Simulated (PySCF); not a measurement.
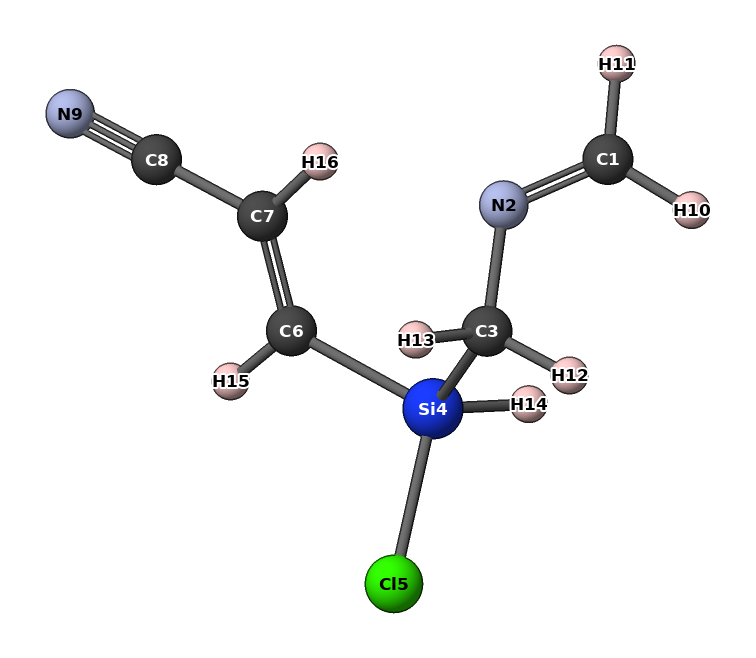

The questions are on isotropic NMR shieldings of the N atoms. Computed geometry: GFN2-xTB optimisation. No frequency run is at hand to confirm it as a minimum. Properties computed with GIAO PBE0/pcSseg-1 NMR shielding, non-relativistic, gas phase (PySCF 2.14.0).

Give the isotropic NMR shieldings of the N atoms atom by atom.

```
atom  σ (ppm)
  N2   −123.1
  N9    −57.3
```

The geometry is semi-empirical. Around Si such bond lengths and angles can be off by a tenth of an ångström or more and by several degrees, and values that hang on the shape move with them.
